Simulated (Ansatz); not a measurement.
**CoSi2: pressure series**

Start from CoSi2 (space group Fm-3m, No. 225; non-magnetic).

```
CELL_PARAMETERS angstrom
      0.00000     2.65735     2.65735
      2.65735     0.00000     2.65735
      2.65735     2.65735     0.00000
ATOMIC_POSITIONS crystal
  Co 0.00000 0.00000 0.00000
  Si 0.25000 0.25000 0.25000
  Si 0.75000 0.75000 0.75000
```

Cell and atoms are relaxed at each pressure.

The values are results of r2SCAN in Ansatz (plane waves to 500 eV, PAW, no SOC), earlier PAW set, not measurements.

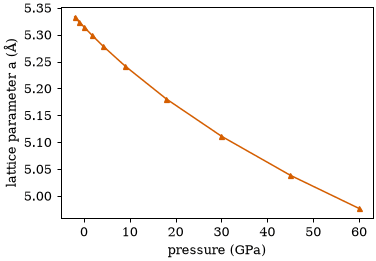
Figure: Lattice parameter a against pressure

```json
[
 {"pressure (GPa)": "-2", "lattice parameter a": "5.333 Å"},
 {"pressure (GPa)": "-1", "lattice parameter a": "5.324 Å"},
 {"pressure (GPa)": "1.8", "lattice parameter a": "5.299 Å"},
 {"pressure (GPa)": "4.2", "lattice parameter a": "5.279 Å"},
 {"pressure (GPa)": "9", "lattice parameter a": "5.242 Å"},
 {"pressure (GPa)": "18", "lattice parameter a": "5.180 Å"},
 {"pressure (GPa)": "30", "lattice parameter a": "5.111 Å"},
 {"pressure (GPa)": "45", "lattice parameter a": "5.038 Å"},
 {"pressure (GPa)": "60", "lattice parameter a": "4.977 Å"}
]
```

Load acts through the strain it causes; cell and atoms are relaxed under it. Whether these cells are dynamically stable was not tested. Competing high-pressure phases were not computed. Seeded moments were not kept for the base. All final runs are without spin polarisation. An odd electron count without spin: CoSi2.

Ansatz is a quantum-chemistry and plane-wave program.
